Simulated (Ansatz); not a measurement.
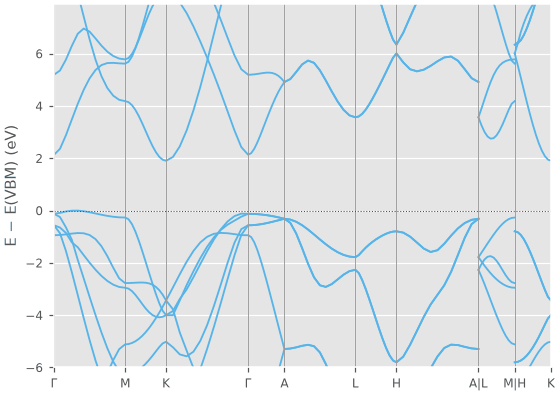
Fig. 1. Band structure from the program Ansatz at the r²SCAN level (PAW)

Q: Read off the gap and where the band edges lie.

A: About 1.9 eV (1.90 eV by a search for the band edges); maximum on the Γ–M line, 30 % of the way from Γ, minimum at K.

The material is GaN (NiAs type, P6_3/mmc).

The cell is a constructed one: a structure type filled with these elements; the Crystallography Open Database copy checked does not list it. It is not the phase usual at ambient conditions (space group No. 186, 216). Symmetry was held in the r²SCAN relaxation; whether a distortion lowers the energy is not shown. Spin–orbit coupling is left out wherever it is not named.

Potentials: the later of the program's two PAW sets.
